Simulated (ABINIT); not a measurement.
# Beyond one shot: Cl (Cmce)

Aim: iterate the self-energy on Cl (Cmce) and follow the gap from cycle to cycle.

Program: ABINIT 10.8.3. Level of theory: PBE and many-body steps on it, plane waves. Results are calculated unless marked as measured.

### 1. The starting structure

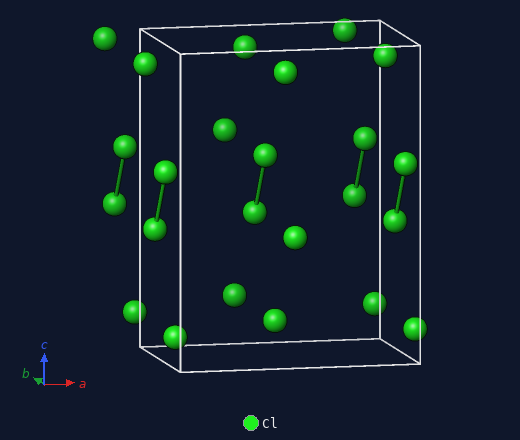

The starting structure, seen slightly off an axis (chlorine green). 1×2×1 cells are drawn. This picture shows the conventional cell, with its axes. Bonds to atoms that aren't drawn are left out. Some periodic images of atoms are drawn too.

The cell and positions come from the Crystallography Open Database and are kept as given unless a step says otherwise.

### 2. Empty states on the mesh, 4×4×2 mesh, 163 bands

This step: ABINIT 10.8.3; DFT, PBE, plane waves, norm-conserving pseudopotentials.

The sums over transitions need many empty states on a uniform mesh; this step solves for them.

Input file run.abi:

```
acell 3*1.0 Angstrom
rprim 
  3.145000000000 -2.250000000000 0.000000000000
  3.145000000000 2.250000000000 0.000000000000
  0.000000000000 0.000000000000 8.210000000000
ntypat 1
znucl 17
natom 4
typat 1 1 1 1
xred 
  0.870000000000 0.130000000000 0.100000000000
  0.630000000000 0.370000000000 0.600000000000
  0.130000000000 0.870000000000 0.900000000000
  0.370000000000 0.630000000000 0.400000000000
pp_dirpath "pseudos"
pseudos "Cl.upf"
ecut 25
ngkpt 4 4 2
nshiftk 1
shiftk 0 0 0
kptopt 1
chksymbreak 0
irdden 1
istwfk *1
nband 163
prtvol 0
optdriver 6
gwr_task "HDIAGO"
paral_kgb 0
occopt 1
indata_prefix "in"
outdata_prefix "out"
tmpdata_prefix "tmp"
```

Run with:

```sh
OMP_NUM_THREADS=1 mpirun -n 8 abinit run.abi > log
```

Log:

```text
.Version 10.8.3 of ABINIT. v10.8.2 released Aug 2026.

 Symmetries : space group Cm c a (# 64); Bravais oC (1-face-center ortho.)
[... echo of the input left out ...]
== DATASET  1 ==================================================================
-   mpi_nproc: 8, omp_nthreads: 1 (-1 if OMP is not activated)

--- !DatasetInfo
iteration_state: {dtset: 1, }
dimensions: {natom: 4, nkpt: 14, mband: 163, nsppol: 1, nspinor: 1, nspden: 1, mpw: 4726, }
cutoff_energies: {ecut:  25.0, pawecutdg:  -1.0, }
[...]
Indirect band gap semiconductor
 Fundamental gap:     2.469 (eV)
   VBM:    -0.824 (eV) at k: [ 5.0000E-01,  5.0000E-01,  0.0000E+00]
   CBM:     1.645 (eV) at k: [ 0.0000E+00,  0.0000E+00,  0.0000E+00]
 Direct gap:         2.525 (eV) at k: [ 0.0000E+00,  0.0000E+00,  0.0000E+00]

== END DATASET(S) ==============================================================
================================================================================

 -outvars: echo values of variables after computation  --------
           etotal      0.0000000000E+00
            nband         163
             nkpt          14
          spgroup          64
 [... the other variables as echoed above ...]

 Calculation completed.
```

It took 3.9 min on 8 MPI ranks of Arm Neoverse N1, shared host; peak memory 9.8 GiB.

Numbers from this step:

- gap: 2.469 eV
- k of the valence top: 0.5, 0.5, 0
- k of the conduction bottom: 0, 0, 0
- least direct gap: 2.525 eV
- k points computed: 14
- lowest point of the top converged band, above the valence top: 61.6846 eV

On this mesh the gap is 2.469 eV.

The density comes from a self-consistent run that is not shown.

### 3. Screening, 4×4×2 mesh, 155 bands, screening to 130.6 eV

The RPA dielectric matrix is built and inverted for each q.

This step: RPA screening on PBE, plane waves, norm-conserving pseudopotentials.

Changes to run.abi since step 2:

```diff
@@ -22,10 +22,11 @@
 chksymbreak 0
-irdden 1
 istwfk *1
-nband 163
-prtvol 0
-optdriver 6
-gwr_task "HDIAGO"
-paral_kgb 0
 occopt 1
+irdwfk 1
+optdriver 3
+nband 155
+ecuteps 4.8
+inclvkb 2
+awtr 1
+symchi 1
 indata_prefix "in"
```

Log:

```text
.Version 10.8.3 of ABINIT. v10.8.2 released Aug 2026.

 Symmetries : space group Cm c a (# 64); Bravais oC (1-face-center ortho.)
[... echo of the input left out ...]
== DATASET  1 ==================================================================
-   mpi_nproc: 8, omp_nthreads: 1 (-1 if OMP is not activated)

--- !DatasetInfo
iteration_state: {dtset: 1, }
dimensions: {natom: 4, nkpt: 14, mband: 155, nsppol: 1, nspinor: 1, nspden: 1, mpw: 4726, }
cutoff_energies: {ecut:  25.0, pawecutdg:  -1.0, }
electrons: {nelect:   2.80000000E+01, charge:   0.00000000E+00, occopt:   1.00000000E+00, tsmear:   1.00000000E-02, }

 SCREENING: Calculation of the susceptibility and dielectric matrices

 Based on a program developped by R.W. Godby, V. Olevano, G. Onida, and L. Reining.
 Incorporated in ABINIT by V. Olevano, G.-M. Rignanese, and M. Torrent.
.Using double precision arithmetic ; gwpc =  8

[... cell and pseudopotentials left out ...]
--------------------------------------------------------------------------------

 ==== K-mesh for the wavefunctions ====
 Number of points in the irreducible wedge :    14
[... list of points left out ...]
 Together with  8 symmetry operations and time-reversal symmetry
 yields    32 points in the full Brillouin Zone.

 ==== Q-mesh for the screening function ====
 Number of points in the irreducible wedge :    14
[... list of points left out ...]
 Together with  8 symmetry operations and time-reversal symmetry
 yields    32 points in the full Brillouin Zone.

 setmesh: FFT mesh size selected  =    24x   24x   54
          total number of points  =        31104

 vcoul_init : cutoff-mode = AUXILIARY_FUNCTION
 q-points for optical limit:   1
     1)      0.000010    0.000020    0.000030

- screening: taking advantage of time-reversal symmetry
- Maximum band index for partially occupied states nbvw = 14
- Remaining bands to be divided among processors   nbcw = 141
- Number of bands treated by each node ~17

 Number of electrons calculated from density =   28.0000; Expected =   28.0000
 average of density, n =  0.035710
 r_s =    1.8838
 omega_plasma =   18.2284 [eV]

 calculating chi0 at frequencies [eV] :
  1    0.000000E+00    0.000000E+00
  2    0.000000E+00    1.822838E+01

--------------------------------------------------------------------------------
  q-point number  1        q = ( 0.000000, 0.000000, 0.000000) [r.l.u.]
--------------------------------------------------------------------------------
[... chi0 elements left out ...]
 For q-point:  0.000010 0.000020 0.000030
  dielectric constant =   2.8120
  dielectric constant without local fields =   3.4605

  Average fulfillment of the sum rule on Im[epsilon] for q-point    1 :     73.32  [%]
[... wings left out ...]
  q-point number  2        q = ( 0.250000, 0.000000, 0.000000) [r.l.u.]
--------------------------------------------------------------------------------
[... chi0 elements left out ...]
  Average fulfillment of the sum rule on Im[epsilon] for q-point    2 :     76.72  [%]

 [... 12 further q-points ...]
```

Elapsed: 2.6 min, on 8 MPI ranks; peak memory 2.6 GiB; 21 min of CPU time.

This step gave:

| Property | Result |
| --- | --- |
| ε∞ with local fields, on this mesh, along the program's q direction | 2.812 |
| the same without local fields | 3.461 |
| plasma frequency | 18.23 eV |
| plane waves in the screening matrix | 403 |

Local fields lower ε∞ by 19 %. On a Γ-centred mesh this coarse the value itself is usually too large, while a short band sum pulls it down.

### 4. G0W0

The self-energy is evaluated for the states that the input lists, and the levels follow from it, in one-shot runs by the linearised quasiparticle equation.

This step: G0W0 on PBE, plane waves, norm-conserving pseudopotentials.

Changes to run.abi since step 3:

```diff
@@ -25,8 +25,17 @@
 irdwfk 1
-optdriver 3
+optdriver 4
 nband 155
+gwcalctyp 0
+ecutsigx 25
+symsigma 1
+nkptgw 2
+kptgw 
+  0.5000000000 0.5000000000 0.0000000000
+  0.0000000000 0.0000000000 0.0000000000
+bdgw 
+  13 16
+  13 16
 ecuteps 4.8
-inclvkb 2
-awtr 1
-symchi 1
+irdscr 1
+ppmodel 1
 indata_prefix "in"
```

Log:

```text
.Version 10.8.3 of ABINIT. v10.8.2 released Aug 2026.

 Symmetries : space group Cm c a (# 64); Bravais oC (1-face-center ortho.)
[... echo of the input left out ...]
== DATASET  1 ==================================================================
-   mpi_nproc: 8, omp_nthreads: 1 (-1 if OMP is not activated)

--- !DatasetInfo
iteration_state: {dtset: 1, }
dimensions: {natom: 4, nkpt: 14, mband: 155, nsppol: 1, nspinor: 1, nspden: 1, mpw: 4726, }
cutoff_energies: {ecut:  25.0, pawecutdg:  -1.0, }
electrons: {nelect:   2.80000000E+01, charge:   0.00000000E+00, occopt:   1.00000000E+00, tsmear:   1.00000000E-02, }

 SIGMA: Calculation of the GW corrections

 Based on a program developped by R.W. Godby, V. Olevano, G. Onida, and L. Reining.
 Incorporated in ABINIT by V. Olevano, G.-M. Rignanese, and M. Torrent.
.Using double precision arithmetic ; gwpc =  8

[... cell and pseudopotentials left out ...]
--------------------------------------------------------------------------------

 ==== K-mesh for the wavefunctions ====
 Number of points in the irreducible wedge :    14
[... list of points left out ...]
 Together with  8 symmetry operations and time-reversal symmetry
 yields    32 points in the full Brillouin Zone.

 ==== Q-mesh for screening function ====
 Number of points in the irreducible wedge :    14
[... list of points left out ...]
 Together with  8 symmetry operations and time-reversal symmetry
 yields    32 points in the full Brillouin Zone.

 vcoul_init : cutoff-mode = AUXILIARY_FUNCTION
 q-points for optical limit:   1
     1)      0.000010    0.000020    0.000030
 setmesh: FFT mesh size selected  =    36x   36x   72
          total number of points  =        93312

 Number of electrons calculated from density =   28.0000; Expected =   28.0000
 average of density, n =  0.035710
 r_s =    1.8838
 omega_plasma =   18.2284 [eV]

 === KS Band Gaps ===
  >>>> For spin  1
   Minimum direct gap =   2.5251 [eV], located at k-point      :   0.0000  0.0000  0.0000
   Fundamental gap    =   2.4691 [eV], Top of valence bands at :   0.5000  0.5000  0.0000
                                       Bottom of conduction at :   0.0000  0.0000  0.0000
 SIGMA fundamental parameters:
 PLASMON POLE MODEL  1
 number of plane-waves for SigmaX                 4675
 number of plane-waves for SigmaC and W            403
 number of plane-waves for wavefunctions          4675
 number of bands                                   155
 number of independent spin polarizations            1
 number of spinorial components                      1
 number of k-points in IBZ                          14
 number of q-points in IBZ                          14
 number of symmetry operations                       8
 number of k-points in BZ                           32
 number of q-points in BZ                           32
 number of frequencies for dSigma/dE                 9
 frequency step for dSigma/dE [eV]                0.25
 number of omega for Sigma on real axis              0
 max omega for Sigma on real axis  [eV]           0.00
 zcut for avoiding poles [eV]                     0.10

 EPSILON^-1 parameters (SCR file):
 dimension of the eps^-1 matrix on file            403
 dimension of the eps^-1 matrix used               403
 number of plane-waves for wavefunctions          4675
 number of bands                                   155
 number of q-points in IBZ                          14
 number of frequencies                               2
 number of real frequencies                          1
 number of imag frequencies                          1

 matrix elements of self-energy operator (all in [eV])

 Perturbative Calculation

--- !SelfEnergy_ee
iteration_state: {dtset: 1, }
kpoint     : [   0.500,    0.500,    0.000, ]
spin       : 1
KS_gap     :    2.546
QP_gap     :    5.769
Delta_QP_KS:    3.223
data: !SigmaeeData |
     Band     E0 <VxcDFT>   SigX SigC(E0)      Z dSigC/dE  Sig(E)    E-E0       E
       13  -1.186 -14.321 -18.741   2.516   0.788  -0.270 -15.821  -1.500  -2.686
       14  -0.824 -14.674 -19.122   2.489   0.791  -0.264 -16.224  -1.550  -2.374
       15   1.722 -14.106  -8.998  -2.996   0.792  -0.262 -12.433   1.673   3.395
       16   1.912 -14.243  -9.064  -3.012   0.790  -0.265 -12.530   1.713   3.625

--- !SelfEnergy_ee
iteration_state: {dtset: 1, }
kpoint     : [   0.000,    0.000,    0.000, ]
spin       : 1
KS_gap     :    2.525
QP_gap     :    5.684
Delta_QP_KS:    3.159
data: !SigmaeeData |
     Band     E0 <VxcDFT>   SigX SigC(E0)      Z dSigC/dE  Sig(E)    E-E0       E
       13  -0.970 -14.511 -19.022   2.518   0.791  -0.264 -16.087  -1.576  -2.546
       14  -0.880 -14.708 -19.184   2.519   0.790  -0.265 -16.255  -1.547  -2.427
       15   1.645 -13.980  -8.981  -2.969   0.794  -0.259 -12.368   1.612   3.257
       16   2.208 -14.626  -9.222  -3.144   0.786  -0.272 -12.849   1.777   3.985

== END DATASET(S) ==============================================================
================================================================================

 -outvars: echo values of variables after computation  --------
           etotal      0.0000000000E+00
            nband         155
             nkpt          14
          spgroup          64
 [... the other variables as echoed above ...]

 Calculation completed.
```

It took 34 s on 8 MPI ranks; peak memory 2.9 GiB; 4.6 min of CPU time.

This step gave:

```yaml
g0w0_gap_on_the_points_computed: 5.631 eV
starting_gap_on_the_mesh: 2.469 eV
k_of_the_valence_top: 0.5, 0.5, 0
k_of_the_conduction_bottom: 0, 0, 0
z_at_the_valence_top: 0.791
z_at_the_conduction_bottom: 0.794
least_direct_g0w0_gap_on_the_computed_points: 5.684 eV
```

The gap on the mesh goes from 2.47 eV to 5.63 eV, a correction of +3.16 eV.

### 5. evGW0, cycle 1

This step: evGW0 on PBE, plane waves, norm-conserving pseudopotentials.

Changes to run.abi since step 4:

```diff
@@ -27,12 +27,36 @@
 nband 155
-gwcalctyp 0
+gwcalctyp 10
 ecutsigx 25
 symsigma 1
-nkptgw 2
+nkptgw 14
 kptgw 
+  0.0000000000 0.0000000000 0.0000000000
+  0.2500000000 0.0000000000 0.0000000000
+  0.5000000000 0.0000000000 0.0000000000
+  0.2500000000 0.2500000000 0.0000000000
+  0.5000000000 0.2500000000 0.0000000000
+  -0.2500000000 0.2500000000 0.0000000000
   0.5000000000 0.5000000000 0.0000000000
-  0.0000000000 0.0000000000 0.0000000000
+  0.0000000000 0.0000000000 0.5000000000
+  0.2500000000 0.0000000000 0.5000000000
+  0.5000000000 0.0000000000 0.5000000000
+  0.2500000000 0.2500000000 0.5000000000
+  0.5000000000 0.2500000000 0.5000000000
+  -0.2500000000 0.2500000000 0.5000000000
+  0.5000000000 0.5000000000 0.5000000000
 bdgw 
-  13 16
-  13 16
+  5 18
+  5 18
+  5 18
+  5 18
+  5 18
+  5 18
+  5 18
+  5 18
+  5 18
+  5 18
+  5 18
+  5 18
+  5 18
+  5 18
 ecuteps 4.8
```

Log:

```text
.Version 10.8.3 of ABINIT. v10.8.2 released Aug 2026.

 Symmetries : space group Cm c a (# 64); Bravais oC (1-face-center ortho.)
[... echo of the input left out ...]
== DATASET  1 ==================================================================
-   mpi_nproc: 8, omp_nthreads: 1 (-1 if OMP is not activated)

--- !DatasetInfo
iteration_state: {dtset: 1, }
dimensions: {natom: 4, nkpt: 14, mband: 155, nsppol: 1, nspinor: 1, nspden: 1, mpw: 4726, }
cutoff_energies: {ecut:  25.0, pawecutdg:  -1.0, }
electrons: {nelect:   2.80000000E+01, charge:   0.00000000E+00, occopt:   1.00000000E+00, tsmear:   1.00000000E-02, }

 SIGMA: Calculation of the GW corrections

 Based on a program developped by R.W. Godby, V. Olevano, G. Onida, and L. Reining.
 Incorporated in ABINIT by V. Olevano, G.-M. Rignanese, and M. Torrent.
.Using double precision arithmetic ; gwpc =  8

[... cell and pseudopotentials left out ...]
--------------------------------------------------------------------------------

 ==== K-mesh for the wavefunctions ====
 Number of points in the irreducible wedge :    14
[... list of points left out ...]
 Together with  8 symmetry operations and time-reversal symmetry
 yields    32 points in the full Brillouin Zone.

 ==== Q-mesh for screening function ====
 Number of points in the irreducible wedge :    14
[... list of points left out ...]
 Together with  8 symmetry operations and time-reversal symmetry
 yields    32 points in the full Brillouin Zone.

 vcoul_init : cutoff-mode = AUXILIARY_FUNCTION
 q-points for optical limit:   1
     1)      0.000010    0.000020    0.000030
 setmesh: FFT mesh size selected  =    36x   36x   72
          total number of points  =        93312

 Number of electrons calculated from density =   28.0000; Expected =   28.0000
[...]
spin       : 1
KS_gap     :    2.832
QP_gap     :    5.972
Delta_QP_KS:    3.139
data: !SigmaeeData |
     Band     E_DFT   <VxcDFT>   E(N-1)  <Hhartree>   SigX  SigC[E(N-1)]    Z     dSigC/dE  Sig[E(N)]  DeltaE  E(N)_pert E(N)_diago
[...]
--- !SelfEnergy_ee
iteration_state: {dtset: 1, }
kpoint     : [   0.500,    0.500,    0.500, ]
spin       : 1
KS_gap     :    3.032
QP_gap     :    6.291
Delta_QP_KS:    3.259
data: !SigmaeeData |
     Band     E_DFT   <VxcDFT>   E(N-1)  <Hhartree>   SigX  SigC[E(N-1)]    Z     dSigC/dE  Sig[E(N)]  DeltaE  E(N)_pert E(N)_diago
[...]
17     8.111    -8.489     8.111    16.600    -3.980    -3.392     0.838    -0.194    -7.554     0.935     9.046     9.228
       18     8.111    -8.489     8.111    16.600    -3.980    -3.392     0.838    -0.194    -7.554     0.935     9.046     9.228

 New Fermi energy :        1.849898E-02 Ha ,    5.033830E-01 eV

 === QP Band Gaps ===
  >>>> For spin  1
   Minimum direct gap =   6.5122 [eV], located at k-point      :   0.0000  0.0000  0.0000
   Fundamental gap    =   6.3439 [eV], Top of valence bands at :   0.5000  0.0000  0.5000
                                       Bottom of conduction at :   0.0000  0.0000  0.0000

 writing QP data on file : out_QPS

 Convergence of QP corrections
 >>>>> For spin  1 <<<<<
.  kptgw no:  1; Maximum DeltaE = (  -1.501  -0.000) for band index: 12
.  kptgw no:  2; Maximum DeltaE = (  -1.461  -0.000) for band index: 12
.  kptgw no:  3; Maximum DeltaE = (  -1.528   0.000) for band index: 11
[...]
.  kptgw no: 13; Maximum DeltaE = (  -1.581   0.000) for band index: 11
.  kptgw no: 14; Maximum DeltaE = (   0.840  -0.001) for band index:  3

== END DATASET(S) ==============================================================
================================================================================

 -outvars: echo values of variables after computation  --------
           etotal      0.0000000000E+00
            nband         155
             nkpt          14
          spgroup          64
 [... the other variables as echoed above ...]

 Calculation completed.
```

The job ended after 20 min (8 MPI ranks; peak memory 4.5 GiB; 2.7 h of CPU time).

This step gave:

- quasiparticle gap on the mesh: 6.344 eV
- gap of the density functional on the mesh: 2.469 eV
- k of the valence top: 0.5, 0, 0.5
- k of the conduction bottom: 0, 0, 0
- Z at the valence top: 0.789
- Z at the conduction bottom: 0.794
- least direct quasiparticle gap on the computed points: 6.512 eV

Against G0W0 in ABINIT (4×4×2 mesh, 155 bands, screening to 130.6 eV, Godby-Needs plasmon pole), the gap moves by +0.713 eV. This first cycle still uses the starting levels; it takes the full correction, at all points of the mesh, and its linearised value is 5.537 eV, which differs from the one-shot value, so the two runs differ in points or set-up as well.

### 6. evGW0, cycle 2

The corrected levels of the last cycle go back in.

Changes to run.abi since step 5:

```diff
@@ -64,2 +64,3 @@
 ppmodel 1
+irdqps 1
 indata_prefix "in"
```

Log:

```text
.Version 10.8.3 of ABINIT. v10.8.2 released Aug 2026.

 Symmetries : space group Cm c a (# 64); Bravais oC (1-face-center ortho.)
[... echo of the input left out ...]
== DATASET  1 ==================================================================
-   mpi_nproc: 8, omp_nthreads: 1 (-1 if OMP is not activated)

--- !DatasetInfo
iteration_state: {dtset: 1, }
dimensions: {natom: 4, nkpt: 14, mband: 155, nsppol: 1, nspinor: 1, nspden: 1, mpw: 4726, }
cutoff_energies: {ecut:  25.0, pawecutdg:  -1.0, }
[...]
.  kptgw no:  3; Maximum DeltaE = (   0.105   0.000) for band index: 12
[...]
.  kptgw no: 13; Maximum DeltaE = (   0.107   0.000) for band index: 11
.  kptgw no: 14; Maximum DeltaE = (   0.108   0.000) for band index: 12

== END DATASET(S) ==============================================================
================================================================================

 -outvars: echo values of variables after computation  --------
           etotal      0.0000000000E+00
            nband         155
             nkpt          14
          spgroup          64
 [... the other variables as echoed above ...]

 Calculation completed.
```

The job ended after 20 min (8 MPI ranks; peak memory 4.5 GiB; 2.7 h of CPU time).

This step gave:

- quasiparticle gap on the mesh: 5.945 eV
- gap of the density functional on the mesh: 2.469 eV
- k of the valence top: 0.5, 0, 0.5
- k of the conduction bottom: 0, 0, 0
- least direct quasiparticle gap on the computed points: 6.105 eV

Against the cycle before, the gap moves by −0.399 eV.

[end of part 1 of 2]

[Paths, hosts, dates, memory and timing lines, banners, echoed tables and standing remarks are left out of the program output.]

[Logs are printed without paths, hosts, clocks, repeated set-up lines and the standing remarks that a program may print on its own settings, such as how far it seeks lower states.]

[Runs of the session that timed out or met a known fault of the program may be left out.]

[Hosts, paths, dates, database ids (printed as entryN), source tags and the programs' standing remarks are cut or masked in the printed files.]

[G0W0 gaps are taken among the corrected bands and points alone; a level outside them can change the order at an edge.]

[Where Ansatz stands beside ABINIT at settings called matched, ABINIT's density can come from a denser mesh and the files from another edition; pairs whose starting gaps differed by over 0.03 eV were left out, so agreement reads better than it is.]
